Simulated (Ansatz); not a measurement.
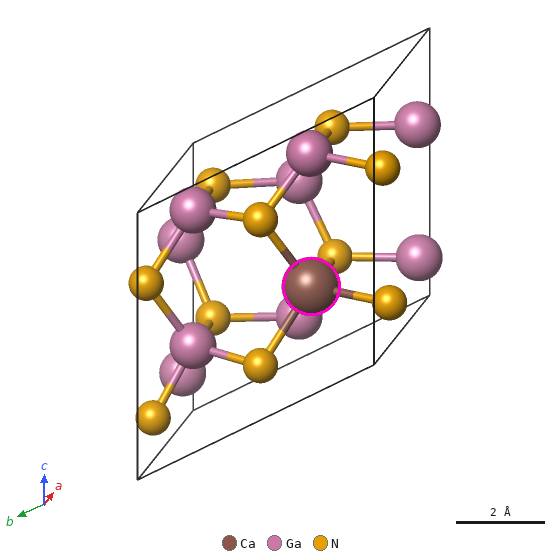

We look at a ball-and-stick model of the crystal from a general direction. The wireframe shows the supercell. The host is GaN, in a cell of 16 sites, and the cell carries a charge of -1. A ring marks the defect's site.

### Identify the point defect.

Calcium on a gallium site (a substitutional impurity). It is bonded to five N at about 2.2 to 3.0 Å.

The atoms were relaxed in the host's cell with DFT PBE, scalar-relativistic, plane waves, PAW in Ansatz 0.2.0.
